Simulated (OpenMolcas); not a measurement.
**Excited-state calculation, with input and output: AlCl (part 3 of 3)**

AlCl (aluminium monochloride), SMILES [Al][Cl]; CASSCF/ANO-R1, sfX2C (OpenMolcas 26.06). 

Geometry of the input (Å):
```
Al 0.0000  0.0000  0.0000
Cl 0.0000  0.0000  2.1301
```

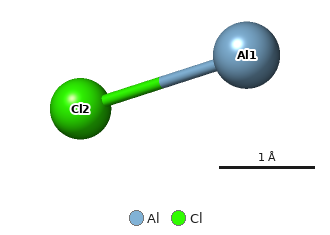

The input geometry (ball-and-stick view, seen at a tilt; atoms are numbered from 1 in the order of the input). Sticks mark near contacts.

Output, continued:
```
      Number of CSFs                            20
      Number of spin combinations               21
      Number of determinants                    36
      Number of root(s) required                 3
      Root chosen for geometry opt.              3
      CI roots used                              1     2     3
      weights                                0.333 0.333 0.333
      highest root included in the CI            3
      max. size of the explicit Hamiltonian     20
--

++    Optimization specifications:
      ----------------------------

      RASSCF algorithm: LK RI/DF
      Maximum number of macro iterations       200
      Maximum number of SX iterations          100
      Threshold for RASSCF energy            1.000E-08
      Threshold for max MO rotation          1.000E-01
      Threshold for max BLB element          1.000E-04
      Level shift parameter                  5.000E-01
      Make Quasi-Newton update
--

      The MO-coefficients are taken from the file:
      step2.ExpOrb
      Title:Basis set expanded orbital file EXPORB

      Total molecular charge    0.00

      ************************************************************************************************************************
      *                                            Wave function control section                                             *
      ************************************************************************************************************************

                                         RASSCF iterations: Energy and convergence statistics
                                         ----------------------------------------------------

          iter iter root      energy       change     param      element    value   shift minimum  type update hh:mm:ss
 Nr of preliminary CI iterations:   1
        1   1   12    0  -703.12848397    0.00E+00   1.27E-01*  14  34 1  1.22E-01*  0.32   0.00    SX    NO    0:00:00
        2   1   28    0  -703.17528251   -4.68E-02*  5.79E-02   14  22 1 -2.96E-02*  0.31   0.00    SX    NO    0:00:00
        3   1   11    0  -703.17990940   -4.63E-03* -3.30E-02   13  29 1 -1.53E-02*  0.31   0.00    SX    NO    0:00:00
        4   1   11    0  -703.18102702   -1.12E-03* -1.88E-02   14  22 1 -5.83E-03*  0.31   0.00    SX    NO    0:00:00
        5   1   10    0  -703.18126050   -2.33E-04* -1.56E-02   14  22 1 -2.78E-03*  0.31   1.87    LS   YES    0:00:00
        6   1   10    0  -703.18134261   -8.21E-05* -8.06E-03   11  15 1 -9.33E-04*  0.31   1.29    QN   YES    0:00:00
        7   1   10    0  -703.18136263   -2.00E-05* -1.15E-02   13  18 1  5.14E-04*  0.31   1.76    QN   YES    0:00:00
        8   1   10    0  -703.18137460   -1.20E-05*  7.37E-03   14  28 1  4.11E-04*  0.31   1.43    QN   YES    0:00:00
        9   1   10    0  -703.18137849   -3.90E-06* -6.15E-03   14  28 1  2.59E-04*  0.31   1.60    QN   YES    0:00:00
       10   1    9    0  -703.18138036   -1.86E-06* -3.82E-03   11  34 1 -1.40E-04*  0.31   1.53    QN   YES    0:00:00
       11   1    8    0  -703.18138118   -8.23E-07*  1.67E-03   13  18 1 -8.51E-05   0.31   1.50    QN   YES    0:00:00
       12   1    8    0  -703.18138148   -2.98E-07* -8.87E-04   14  28 1 -6.79E-05   0.31   1.34    QN   YES    0:00:00
       13   1    7    0  -703.18138154   -5.99E-08* -2.74E-04   11  28 1 -3.64E-05   0.31   1.26    QN   YES    0:00:00
       14   1    6    0  -703.18138155   -7.69E-09   6.22E-05   14  19 1 -9.98E-06   0.31   1.20    QN   YES    0:00:00
      Convergence after 14 iterations
       15   1    6    0  -703.18138155   -8.34E-10   6.22E-05   13  18 1  5.22E-06   0.31   1.20    QN   YES    0:00:00

      ************************************************************************************************************************
                                                      Wave function printout:
                       occupation of active orbitals, and spin coupling of open shells (u,d: Spin up or down)
      ************************************************************************************************************************

      Note: transformation to natural orbitals
      has been made, which may change the order of the CSFs.

      printout of CI-coefficients larger than  0.05 for root  1
      energy=    -703.346499
      conf/sym  1111     Coeff  Weight
             1  2200  -0.98590 0.97199
             6  2020   0.11897 0.01415
             8  2002   0.06724 0.00452
             9  ud20   0.07517 0.00565

      printout of CI-coefficients larger than  0.05 for root  2
      energy=    -703.175734
      conf/sym  1111     Coeff  Weight
             2  2ud0  -0.98289 0.96607
             4  u2d0   0.07608 0.00579
             7  20ud   0.05335 0.00285
            10  udud   0.12120 0.01469
            15  uudd  -0.06959 0.00484
            19  0ud2   0.06368 0.00406

      printout of CI-coefficients larger than  0.05 for root  3
      energy=    -703.021912
      conf/sym  1111     Coeff  Weight
             1  2200  -0.11706 0.01370
             3  2u0d   0.09763 0.00953
             6  2020  -0.97309 0.94691
             9  ud20  -0.05115 0.00262
            12  0220   0.12307 0.01515
            18  0u2d  -0.08790 0.00773
            20  0022   0.05051 0.00255

      Natural orbitals and occupation numbers for root  1
      sym 1:   1.992743   1.951749   0.041724   0.013784

      Natural orbitals and occupation numbers for root  2
      sym 1:   1.968693   1.000465   1.000000   0.030842

      Natural orbitals and occupation numbers for root  3
      sym 1:   1.948179   0.078274   1.949948   0.023598

      ************************************************************************************************************************
      *                                                    Final results                                                     *
      ************************************************************************************************************************

++    Final optimization conditions:
      ------------------------------

      Average CI energy                            -703.18138155
      RASSCF energy for state  3                   -703.02191165
      Super-CI energy                                -0.00000000
      RASSCF energy change                           -0.00000000
      Max change in MO coefficients              -5.362E-05
      Max non-diagonal density matrix element     6.218E-05
      Maximum BLB matrix element                  5.224E-06
      (orbital pair  13,  18 in symmetry   1)
      Norm of electronic gradient            8.110E-02
--

      Final state energy(ies):
      ------------------------

::    RASSCF root number  1 Total energy:   -703.34649902
::    RASSCF root number  2 Total energy:   -703.17573397
::    RASSCF root number  3 Total energy:   -703.02191165
      Von Neumann Entropy (Root   1) =  0.20557

      Mulliken population analysis for root number:  1
      -----------------------------------------------

++    Molecular charges:
      ------------------

      Mulliken charges per centre
      ---------------------------

                AL1     CL2
      Total   12.4980 17.5020

      N-E      0.5020 -0.5020

      Total electronic charge=   30.000000

      Total            charge=   -0.000000
--

      Expectation values of various properties for root number:  1
      -----------------------------------------------------------

++    Molecular properties:
      ---------------------

      Charge (e):
                      =   -0.0000
      Dipole Moment (debye):
      Origin of the operator (angstrom)=    0.0000    0.0000    1.2024
                   X= -2.1080E-14               Y=  1.5455E-13               Z= -1.4575E+00           Total=  1.4575E+00
      Quadrupole Moment (debye*angstrom):
      Origin of the operator (angstrom)=    0.0000    0.0000    1.2024
                  XX= -2.3677E+01              XY=  7.6975E-02              XZ=  3.6387E-13              YY= -2.3803E+01
                  YZ= -1.1603E-12              ZZ= -3.1144E+01
      In traceless form (debye*angstrom)
                  XX=  3.7961E+00              XY=  1.1546E-01              XZ=  5.4581E-13              YY=  3.6076E+00
                  YZ= -1.7405E-12              ZZ= -7.4037E+00
--

      LoProp population analysis for root number:  1
      -----------------------------------------------

++    LoProp analysis:
      ----------------

++    Static properties:
      ------------------

      LoProp Charges per center

                   AL1      CL2
      Nuclear     13.0000  17.0000
      Electronic -12.6549 -17.3451

      Total        0.3451  -0.3451
--

      Natural Bond Order analysis for root number:  1

++    Natural Bond Order analysis
      ---------------------------
      Based on LoProp computed density
      -------------------------------------------------------------------------------------
      Atom A       Atom B       Bond Order
      -------------------------------------------------------------------------------------
      NBO located      1.000 non-bonded electrons on atom AL1
      NBO located      0.998 non-bonded electrons on atom AL1
      NBO located      0.999 non-bonded electrons on atom AL1
      NBO located      1.000 non-bonded electrons on atom AL1
      NBO located      1.000 non-bonded electrons on atom AL1
      NBO located      1.010 non-bonded electrons on atom CL2
      NBO located      0.999 non-bonded electrons on atom CL2
      NBO located      1.005 non-bonded electrons on atom CL2
      NBO located      1.000 non-bonded electrons on atom CL2
      NBO located      1.000 non-bonded electrons on atom CL2
      NBO located      1.000 non-bonded electrons on atom CL2
      NBO located      1.000 non-bonded electrons on atom CL2
      The remaining    3.212 electrons are to be considered as diffuse
--

--

      Von Neumann Entropy (Root   2) =  1.11512

      Mulliken population analysis for root number:  2
      -----------------------------------------------

++    Molecular charges:
      ------------------

      Mulliken charges per centre
      ---------------------------

                AL1     CL2
      Total   12.7763 17.2237

      N-E      0.2237 -0.2237

      Total electronic charge=   30.000000

      Total            charge=   -0.000000
--

      Expectation values of various properties for root number:  2
      -----------------------------------------------------------

++    Molecular properties:
      ---------------------

      Charge (e):
                      =   -0.0000
      Dipole Moment (debye):
      Origin of the operator (angstrom)=    0.0000    0.0000    1.2024
                   X=  3.9188E-14               Y=  7.6893E-14               Z= -5.6667E-01           Total=  5.6667E-01
      Quadrupole Moment (debye*angstrom):
      Origin of the operator (angstrom)=    0.0000    0.0000    1.2024
                  XX= -2.5624E+01              XY=  2.6567E+00              XZ=  1.7551E-14              YY= -2.9959E+01
                  YZ= -4.8492E-13              ZZ= -2.6822E+01
      In traceless form (debye*angstrom)
                  XX=  2.7671E+00              XY=  3.9850E+00              XZ=  2.6327E-14              YY= -3.7368E+00
                  YZ= -7.2739E-13              ZZ=  9.6966E-01
--

      LoProp population analysis for root number:  2
      -----------------------------------------------

++    LoProp analysis:
      ----------------

++    Static properties:
      ------------------

      LoProp Charges per center

                   AL1      CL2
      Nuclear     13.0000  17.0000
      Electronic -12.8926 -17.1074

      Total        0.1074  -0.1074
--

      Natural Bond Order analysis for root number:  2

++    Natural Bond Order analysis
      ---------------------------
      Based on LoProp computed density
      -------------------------------------------------------------------------------------
      Atom A       Atom B       Bond Order
      -------------------------------------------------------------------------------------
      NBO located      0.998 non-bonded electrons on atom AL1
      NBO located      0.999 non-bonded electrons on atom AL1
      NBO located      1.000 non-bonded electrons on atom AL1
      NBO located      1.000 non-bonded electrons on atom AL1
      NBO located      1.000 non-bonded electrons on atom AL1
      NBO located      0.980 non-bonded electrons on atom CL2
      NBO located      0.999 non-bonded electrons on atom CL2
      NBO located      1.007 non-bonded electrons on atom CL2
      NBO located      1.000 non-bonded electrons on atom CL2
      NBO located      1.000 non-bonded electrons on atom CL2
      NBO located      1.000 non-bonded electrons on atom CL2
      NBO located      1.000 non-bonded electrons on atom CL2
      The remaining    3.183 electrons are to be considered as diffuse
--

--

      Von Neumann Entropy (Root   3) =  0.33110

      Mulliken population analysis for root number:  3
      -----------------------------------------------

++    Molecular charges:
      ------------------

      Mulliken charges per centre
      ---------------------------

                AL1     CL2
      Total   12.8658 17.1342

      N-E      0.1342 -0.1342

      Total electronic charge=   30.000000

      Total            charge=   -0.000000
--

      Expectation values of various properties for root number:  3
      -----------------------------------------------------------

++    Molecular properties:
      ---------------------

      Charge (e):
                      =   -0.0000
      Dipole Moment (debye):
      Origin of the operator (angstrom)=    0.0000    0.0000    1.2024
                   X=  8.6250E-13               Y= -1.6989E-12               Z= -2.5115E+00           Total=  2.5115E+00
      Quadrupole Moment (debye*angstrom):
      Origin of the operator (angstrom)=    0.0000    0.0000    1.2024
                  XX= -2.7098E+01              XY=  5.2289E+00              XZ= -1.7536E-12              YY= -3.5632E+01
                  YZ=  3.3056E-12              ZZ= -1.9324E+01
      In traceless form (debye*angstrom)
                  XX=  3.8029E-01              XY=  7.8434E+00              XZ= -2.6304E-12              YY= -1.2421E+01
                  YZ=  4.9584E-12              ZZ=  1.2040E+01
--

      LoProp population analysis for root number:  3
      -----------------------------------------------

++    LoProp analysis:
      ----------------

++    Static properties:
      ------------------

      LoProp Charges per center

                   AL1      CL2
      Nuclear     13.0000  17.0000
      Electronic -12.9407 -17.0593

      Total        0.0593  -0.0593
--

      Natural Bond Order analysis for root number:  3

++    Natural Bond Order analysis
      ---------------------------
      Based on LoProp computed density
      -------------------------------------------------------------------------------------
      Atom A       Atom B       Bond Order
      -------------------------------------------------------------------------------------
      NBO located      1.000 non-bonded electrons on atom AL1
      NBO located      0.998 non-bonded electrons on atom AL1
      NBO located      0.999 non-bonded electrons on atom AL1
      NBO located      1.000 non-bonded electrons on atom AL1
      NBO located      1.000 non-bonded electrons on atom AL1
      NBO located      0.952 non-bonded electrons on atom CL2
      NBO located      0.999 non-bonded electrons on atom CL2
      NBO located      1.005 non-bonded electrons on atom CL2
      NBO located      1.000 non-bonded electrons on atom CL2
      NBO located      1.000 non-bonded electrons on atom CL2
      NBO located      1.000 non-bonded electrons on atom CL2
      NBO located      1.000 non-bonded electrons on atom CL2
      The remaining    3.146 electrons are to be considered as diffuse
--

--

      Average orbitals are written to the RASORB file
      Natural orbitals for root   1 are written to the RASORB.1 file
      Natural orbitals for root   2 are written to the RASORB.2 file
      Natural orbitals for root   3 are written to the RASORB.3 file
      Spin density orbitals for root   1 are written to the SPDORB.1 file
      Spin density orbitals for root   2 are written to the SPDORB.2 file
      Spin density orbitals for root   3 are written to the SPDORB.3 file

--- Stop Module: rasscf /rc=_RC_ALL_IS_WELL_ ---
           step2.RasOrb.3 step2.rasscf.h5 step2.SpdOrb.1 step2.SpdOrb.2 step2.SpdOrb.3 xmldump
--- Module rasscf spent 1 second ---

.##################.
.# Happy landing! #.
.##################.

    Timing: Wall=5.44 User=4.63 System=0.80
```

Summary:

```tsv
quantity	value
outcome	converged
total energy	−703.346499 hartree
CASSCF energy	−703.346499 hartree
basis functions	36
wall time	5.7 s
peak memory	0.37 GiB
```
